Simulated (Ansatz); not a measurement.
# Decaying states in the gap of HfBeF6, part 2 of 3

A new crystal, HfBeF6: structure, gap and complex bands. It is built by putting Be for Mg, Hf for Zr in the MgZrF6 structure of space group Fm-3m, with the volume rescaled by atomic radii. The parent structure comes from the Materials Project.

Ansatz 0.2.0; r2SCAN DFT, plane waves, PAW files (the session's first sound run).

So far. Step 2 (Relaxing the new crystal): The largest force component on a free atom ends at 0.0021 eV/Å.

The structure was built from a prototype and need not be the compound's stable phase.

**3. The bulk crystal and its band edges**

The energy window and the wavevectors of the next steps follow from the band edges, so these are searched first, off the mesh as well.

Input file input.yaml:

```yaml
crystal:
  lattice:
    - [0.0, 3.7414220571, 3.7414220571]
    - [3.7414220571, 0.0, 3.7414220571]
    - [3.7414220571, 3.7414220571, 0.0]
  atoms:
    - { symbol: Be, position: [0.5, 0.5, 0.5] }
    - { symbol: Hf, position: [0.0, 0.0, 0.0] }
    - { symbol: F, position: [0.7331926695, 0.2668073305, 0.2668073305] }
    - { symbol: F, position: [0.2668073305, 0.7331926695, 0.7331926695] }
    - { symbol: F, position: [0.2668073305, 0.7331926695, 0.2668073305] }
    - { symbol: F, position: [0.7331926695, 0.2668073305, 0.7331926695] }
    - { symbol: F, position: [0.2668073305, 0.2668073305, 0.7331926695] }
    - { symbol: F, position: [0.7331926695, 0.7331926695, 0.2668073305] }
kpoints:
  mp_grid: { grid: [6, 6, 6] }
  band_path: { path: [VBM, CBM], npoints: 30 }
scf:
  occupations: { method: fixed }
hamiltonian:
  xc: r2scan
output:
  eigenvalues: true
  write_potential: true
  write_density: true
  volumetric_format: npy
  elf: true
```

The run is started by

```
$ ansatz run input.yaml --threads 2 --pin off --max-ram 4096MiB --backend cpu --events-out ev --progress --plain --runs-dir out
```

Numbers of over 12 decimals in the logs are rounded to 6 here.

The log of the run:

```text
[...]
Crystal: 8 atoms, lattice volume = 104.747 Å³
Basis set: ecut = 500 eV, 2685 PW (Γ), exchange–correlation on 160×160×160 points (64 copies of the dense FFT grid, shifted against one another)
Bands: 43, of which v1, the nominal top of the filled ones, is band 35 counted from 1 (34 counted from 0)
Symmetry: 48 space group operations
[...]
k-points: 16 of 216
[...]
SCF iter   1: F=—  HF=-20697.260206 eV  |F-HF|=—  |Δ(HF+E_count)|=         —  Δρ=1.06e-2  dr2=1.05e-1  dr2_τ=3.13e-1  ethr=1.77e-3  ⟨swp⟩=4.0  Hψ=2283  notcnv=0  defer=72
[...]
SCF iter   7: F=-20697.397289 eV  HF=-20697.397289 eV  |F-HF|=3.05e-7  |Δ(HF+E_count)|=   4.33e-7  Δρ=9.04e-6  dr2=7.87e-8  dr2_τ=6.20e-9  ethr=1.43e-10  ⟨swp⟩=8.4  Hψ=3179  notcnv=0
SCF 1 converged in 7 iterations: F = -20697.397289 eV  dr2 = 7.87e-8
[...]
NSCF: frozen V_eff on 16 k-points
[...]
SCF converged after 7 iterations
Free energy (F): -20697.397289 eV
[...]
Internal energy: -20697.397289 eV  (E = F + TS)
E sigma→0 (E₀):  -20697.397289 eV
Fermi energy:    1.529533 eV
[...]
--- Band table (eV; the first three rows and the last of 16) ---
  k-point 0: bands = [... 31 lower, 0.8619, 1.5295, 1.5295, 1.5295, 9.6249, 9.6249, 9.6249, 10.0402, ... 4 higher]
  k-point 1: bands = [... 31 lower, 0.8595, 1.4482, 1.4482, 1.4772, 9.6371, 9.6790, 9.6790, 10.3902, ... 4 higher]
  k-point 2: bands = [... 31 lower, 0.8965, 1.2495, 1.2495, 1.3426, 9.6569, 9.7827, 9.7827, 11.3096, ... 4 higher]
  k-point 15: bands = [... 31 lower, 0.6532, 0.6700, 0.9515, 1.3792, 9.7016, 9.8850, 9.9794, 12.8764, ... 4 higher]
```

Run time: 7.8 s. Hardware: 2 threads of Intel Xeon Platinum 8488C (Sapphire Rapids), shared host; peak memory 0.66 GiB.

This step gave:

* Fermi energy: 1.530 eV
* gap on the k-mesh: 8.083 eV
* gap on path: 8.083 eV, by band count; negative where bands overlap
* direct gap on path: 8.090 eV
* edge places on path: 0, 0.8397 1/A along the path

Electronic bands along the path, in eV, zero at the Fermi level (highest filled level under fixed occupations); # counts the bands kept:

```tsv
point	#11	#12	#13	#14	#15	#16	#17	#18
VBM	-0.80	-0.80	-0.67	-0.67	-0.67	0.00	0.00	0.00
CBM	-1.44	-1.39	-1.22	-1.22	-0.98	-0.69	-0.69	-0.01
```

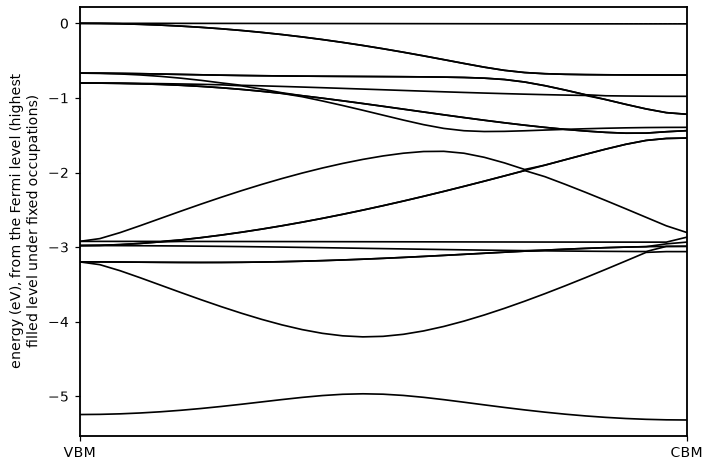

Electronic bands along the path.

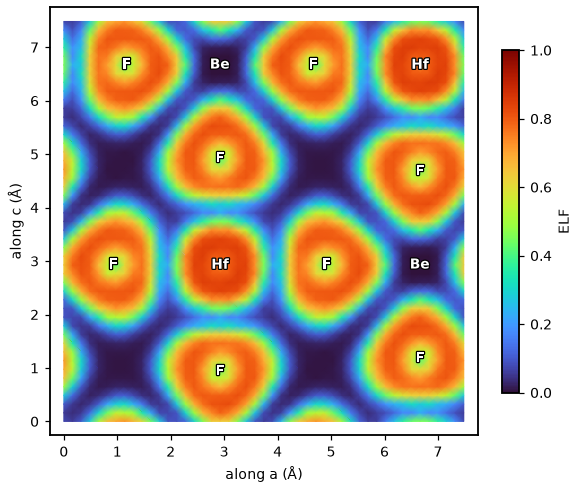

ELF in the ac plane of the conventional cell at fractional y = 0.000, with atoms of Be and Hf and F within 0.2 Å of it. It is the smooth field of the valence electrons, not physical close to the nuclei. The map starts off the cell's origin, so that atoms lie inside it.

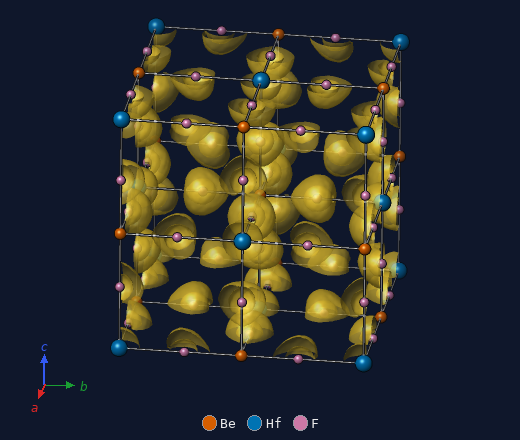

Surface of ELF = 0.77.

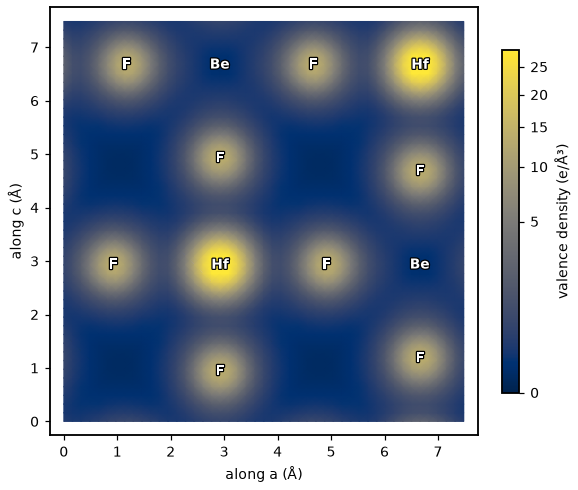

Valence density in the ac plane of the conventional cell at fractional y = 0.000, with atoms of Be and Hf and F within 0.2 Å of it. It is the smooth field of the valence electrons, not physical close to the nuclei. The map starts off the cell's origin, so that atoms lie inside it. The colour scale is stretched toward low values.

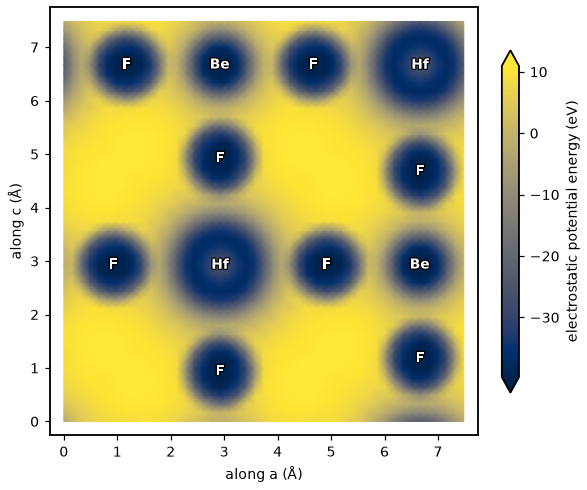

Electrostatic potential energy in the ac plane of the conventional cell at fractional y = 0.000, with atoms of Be and Hf and F within 0.2 Å of it. With pseudopotentials it is smooth inside the atoms' cores, unlike the true potential. The map starts off the cell's origin, so that atoms lie inside it.

The searched edges give 8.08 eV, as on the mesh.

**4. Decaying states in the gap, plane (110), k-mesh 8×8×8**

This step: r2SCAN DFT, plane waves, PAW files; complex bands by layer matching along the plane's normal (Ansatz 0.2.0).

The same crystal is laid in a cell whose first two vectors span the (110) plane (indices of the standard conventional cell, whose axes can be ordered otherwise than in the bulk input). At fixed energy and wavevector in the plane the solver finds all kz, real and complex. A few wavevectors are listed, (0, 0) and (-0.5, 0) in units of the plane's reciprocal vectors; the slowest state needn't be among them.

Input file input.yaml:

```yaml
crystal:
  lattice:
    - [5.291169816, 0.0, 0.0]
    - [0.0, 7.482844114, 0.0]
    - [2.645584908, 3.741422057, 2.645584908]
  atoms:
    - { symbol: Be, position: [0.0, 0.5, 0.0] }
    - { symbol: Hf, position: [0.0, 0.0, 0.0] }
    - { symbol: F, position: [0.466385339, 0.7331926695, 0.533614661] }
    - { symbol: F, position: [0.533614661, 0.2668073305, 0.466385339] }
    - { symbol: F, position: [0.0, 0.7331926695, 0.533614661] }
    - { symbol: F, position: [0.0, 0.2668073305, 0.466385339] }
    - { symbol: F, position: [0.0, 0.2668073305, 0.0] }
    - { symbol: F, position: [0.0, 0.7331926695, 0.0] }
kpoints:
  mp_grid: { grid: [8, 8, 8] }
scf:
  occupations: { method: fixed }
hamiltonian:
  xc: r2scan
output:
  eigenvalues: true
  transmission:
    leads: [[0, 0]]
    kpoints: [[0.0, 0.0], [-0.5, 0.0]]
    e_range: [-1.0, 9.08]
    de: 0.2
```

The log of the run:

```text
[...]
Crystal: 8 atoms, lattice volume = 104.747 Å³
Basis set: ecut = 500 eV, 2685 PW (Γ), exchange–correlation on 160×240×160 points (64 copies of the dense FFT grid, shifted against one another)
Bands: 43, of which v1, the nominal top of the filled ones, is band 35 counted from 1 (34 counted from 0)
Symmetry: 48 space group operations
[...]
k-points: 29 of 512
[...]
SCF iter   1: F=—  HF=-20697.260032 eV  |F-HF|=—  |Δ(HF+E_count)|=         —  Δρ=1.06e-2  dr2=1.05e-1  dr2_τ=3.13e-1  ethr=1.77e-3  ⟨swp⟩=4.0  Hψ=4131  notcnv=0  defer=137
[...]
SCF iter   7: F=-20697.397239 eV  HF=-20697.397239 eV  |F-HF|=3.01e-7  |Δ(HF+E_count)|=   4.50e-7  Δρ=8.71e-6  dr2=7.41e-8  dr2_τ=5.62e-9  ethr=1.43e-10  ⟨swp⟩=8.5  Hψ=5816  notcnv=0
SCF 1 converged in 7 iterations: F = -20697.397239 eV  dr2 = 7.41e-8
[...]
transmission: 4 of 8 steps passed
transmission: 8 of 8 steps passed
SCF converged after 7 iterations
Free energy (F): -20697.397239 eV
[...]
Internal energy: -20697.397239 eV  (E = F + TS)
E sigma→0 (E₀):  -20697.397239 eV
Fermi energy:    1.529542 eV
[...]
--- Band table (eV; the first three rows and the last of 29) ---
  k-point 0: bands = [... 31 lower, 0.8619, 1.5295, 1.5295, 1.5295, 9.6249, 9.6249, 9.6249, 10.0402, ... 4 higher]
  k-point 1: bands = [... 31 lower, 0.8610, 1.3772, 1.4230, 1.4659, 9.6465, 9.6994, 9.7051, 10.5559, ... 4 higher]
  k-point 2: bands = [... 31 lower, 0.9142, 1.1101, 1.1702, 1.2574, 9.7436, 9.7761, 9.8469, 11.8595, ... 4 higher]
  k-point 28: bands = [... 31 lower, 0.5059, 0.5138, 1.1975, 1.1975, 9.7924, 9.7924, 9.9793, 13.0955, ... 4 higher]
--- Transmission ---
  basis      : 409 plane waves across, 4 finite elements along
  points     : 2, as listed
  energies   : 51 from -1.000000 to 9.000000 eV about the Fermi level, 0.200000 eV apart; the leads are filled to 4.041368 eV, and channels, transmission and decay are at 4.000000 eV
  crystal 0  : Be1Hf1F6, at the sites [0, 0], period 2.6456 Å: whole cells are its period
    offset         : up to 0.0000 Å between an atom of the period and one for which it stands
    channels       : 0.000000e0 a spin
    conductance    : none, the energies end too early or step too widely for 300 K: set another output.transmission.e_range or a lower de, or, where they end at an eighth of basis.ecutwfc, a higher one
    slowest decay  : 0.5764 /Å at (0.0000, 0.0000)
```

Run time: 91 s. Hardware: 2 threads; peak memory 1.9 GiB; 3 min of CPU time.

Numbers from this step:

* free energy: -20697.3972 eV
* level to which the leads are filled: 4.041 eV from the Fermi level
* decay constant at the filling level, zone centre: 0.5764 Å⁻¹
* decay constant at the filling level, slowest listed point: 0.5764 Å⁻¹

K parallel (0, 0); values up to 1.5 1/Å, a degenerate pair printed once or twice; energies at which all values exceed this have no row. Table of Im kz of the slowest decaying states by energy, zero at the highest filled level on the SCF mesh:

```tsv
energy (eV)	decay 1 (Å⁻¹)	decay 2 (Å⁻¹)	decay 3 (Å⁻¹)	decay 4 (Å⁻¹)
-1.00	0.0516	0.343	0.467	0.633
0.00	0.0210	0.0261	0.0285	0.0676
1.00	0.464	0.476	0.636	0.636
2.00	0.533	0.550	0.700	0.805
3.00	0.567	0.590	0.727	0.899
4.00	0.576	0.609	0.740	0.905
5.00	0.562	0.607	0.741	0.850
6.00	0.521	0.585	0.731	0.767
7.00	0.438	0.526	0.641	0.708
8.00	0.235	0.239	0.302	0.310
9.00	0.553	0.604	0.618	0.662
```

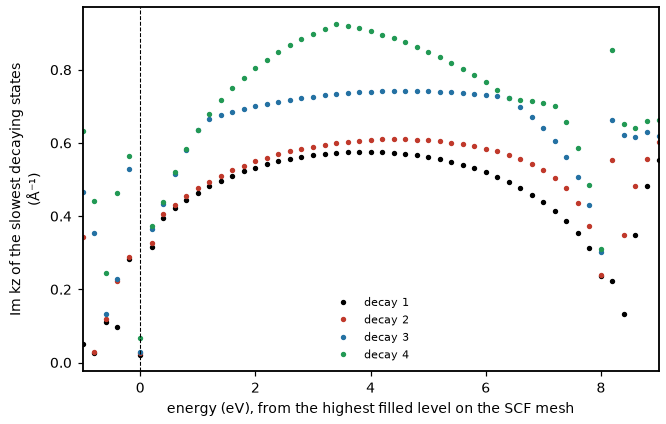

Im kz of the slowest decaying states, plotted against energy.

K parallel (-0.5, 0); values up to 1.5 1/Å, a degenerate pair printed once or twice; energies at which all values exceed this have no row. Im kz of the slowest decaying states against energy, zero at the highest filled level on the SCF mesh:

```tsv
energy (eV)	decay 1 (Å⁻¹)	decay 2 (Å⁻¹)	decay 3 (Å⁻¹)	decay 4 (Å⁻¹)
-1.00	0.0719	0.602	-	-
0.00	0.0962	0.271	0.484	0.622
1.00	0.450	0.733	0.762	0.988
2.00	0.529	0.848	0.897	1.10
3.00	0.572	0.912	0.997	1.08
4.00	0.592	0.955	1.05	1.08
5.00	0.592	0.984	1.05	1.07
6.00	0.573	0.992	0.992	1.05
7.00	0.520	0.895	0.901	0.914
8.00	0.332	0.342	0.721	0.731
9.00	0.520	0.531	0.670	0.685
```

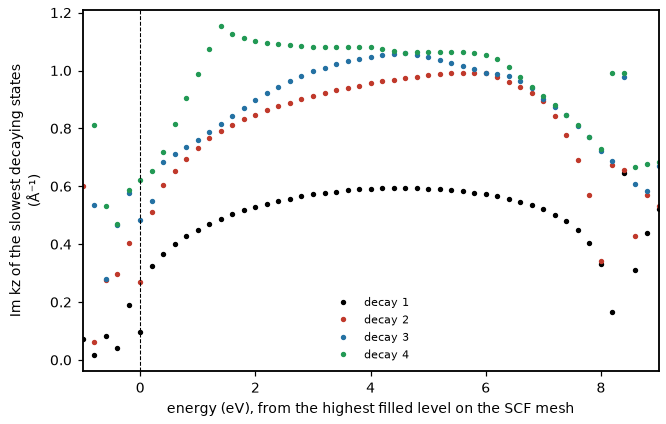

Im kz of the slowest decaying states against energy.

At the listed wavevectors the last open channel is at -0.20 eV and the next at +8.20 eV on the grid. At +4.00 eV, the grid energy nearest the filling level (the middle of the gap on the SCF mesh), the slowest state at the listed wavevectors decays with κ = 0.576 Å⁻¹, its amplitude falling by e over 1.7 Å. Through 1 nm of this crystal that state's transmission falls by exp(−2 × 0.576 Å⁻¹ × 10 Å) = 9.9e-6.

**5. Decay over the two-dimensional zone**

The listed points could miss the slowest state, so one energy near mid-gap is solved on a mesh of 8×8.

Changes to input.yaml since step 4:

```diff
@@ -22,6 +22,2 @@
   eigenvalues: true
-  transmission:
-    leads: [[0, 0]]
-    kpoints: [[0.0, 0.0], [-0.5, 0.0]]
-    e_range: [-1.0, 9.08]
-    de: 0.2
+  transmission: { leads: [[0, 0]], kmesh: [8, 8], e_range: [4.04, 4.05], de: 0.05 }
```

The log of the run:

```text
[...]
Crystal: 8 atoms, lattice volume = 104.747 Å³
Basis set: ecut = 500 eV, 2685 PW (Γ), exchange–correlation on 160×240×160 points (64 copies of the dense FFT grid, shifted against one another)
Bands: 43, of which v1, the nominal top of the filled ones, is band 35 counted from 1 (34 counted from 0)
Symmetry: 48 space group operations
[...]
k-points: 29 of 512
[...]
SCF iter   1: F=—  HF=-20697.260032 eV  |F-HF|=—  |Δ(HF+E_count)|=         —  Δρ=1.06e-2  dr2=1.05e-1  dr2_τ=3.13e-1  ethr=1.77e-3  ⟨swp⟩=4.0  Hψ=4131  notcnv=0  defer=137
[...]
SCF iter   7: F=-20697.397239 eV  HF=-20697.397239 eV  |F-HF|=3.01e-7  |Δ(HF+E_count)|=   4.50e-7  Δρ=8.71e-6  dr2=7.41e-8  dr2_τ=5.62e-9  ethr=1.43e-10  ⟨swp⟩=8.5  Hψ=5816  notcnv=0
SCF 1 converged in 7 iterations: F = -20697.397239 eV  dr2 = 7.41e-8
[...]
transmission: 16 of 100 steps passed
transmission: 32 of 100 steps passed
[...]
transmission: 100 of 100 steps passed
SCF converged after 7 iterations
Free energy (F): -20697.397239 eV
[...]
Internal energy: -20697.397239 eV  (E = F + TS)
E sigma→0 (E₀):  -20697.397239 eV
Fermi energy:    1.529542 eV
[...]
--- Band table (eV; the first three rows and the last of 29) ---
  k-point 0: bands = [... 31 lower, 0.8619, 1.5295, 1.5295, 1.5295, 9.6249, 9.6249, 9.6249, 10.0402, ... 4 higher]
  k-point 1: bands = [... 31 lower, 0.8610, 1.3772, 1.4230, 1.4659, 9.6465, 9.6994, 9.7051, 10.5559, ... 4 higher]
  k-point 2: bands = [... 31 lower, 0.9142, 1.1101, 1.1702, 1.2574, 9.7436, 9.7761, 9.8469, 11.8595, ... 4 higher]
  k-point 28: bands = [... 31 lower, 0.5059, 0.5138, 1.1975, 1.1975, 9.7924, 9.7924, 9.9793, 13.0955, ... 4 higher]
--- Transmission ---
  basis      : 409 plane waves across, 4 finite elements along
  points     : 25, standing for a mesh of 8 x 8
  energies   : 1 from 4.040000 to 4.040000 eV about the Fermi level; the leads are filled to 4.041368 eV, and channels, transmission and decay are at 4.040000 eV
  crystal 0  : Be1Hf1F6, at the sites [0, 0], period 2.6456 Å: whole cells are its period
[...]
channels       : 0.000000e0 a spin
    conductance    : none, crystal 0 has no channel at the energies, or these end too early or step too widely for 300 K: set another output.transmission.e_range or a lower de, or, where they end at an eighth of basis.ecutwfc, a higher one
    slowest decay  : 0.5762 /Å at (0.0000, 0.0000)
```

It took 76 s on 2 threads; peak memory 1.6 GiB; 2.5 min of CPU time.

Numbers from this step:

```yaml
least_decay_constant_on_the_mesh: 0.5762 Å⁻¹
```

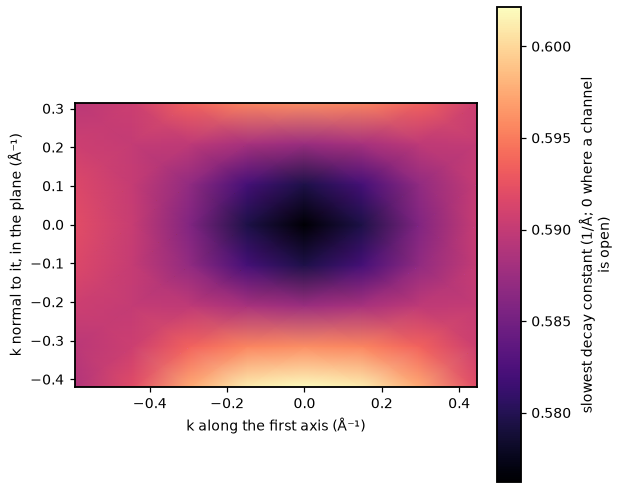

Slowest decay constant (1/Å; 0 where a channel is open) over k1 and k2. At 4.0400 eV from the Fermi level.

The least value on the mesh is 0.576 Å⁻¹ at +4.04 eV. At that energy the listed points give about 0.576 Å⁻¹ by interpolation, so the mesh holds no clearly slower state.

(Continued in part 3 of 3.)

[Logs are printed without paths, hosts, clocks, repeated set-up lines and the standing remarks that a program may print on its own settings, such as how far it seeks lower states.]

[Hosts, paths, dates, database ids (printed as entryN), source tags and the programs' standing remarks are cut or masked in the printed files.]

[New means built here by substitution; the compound itself may be known and measured.]
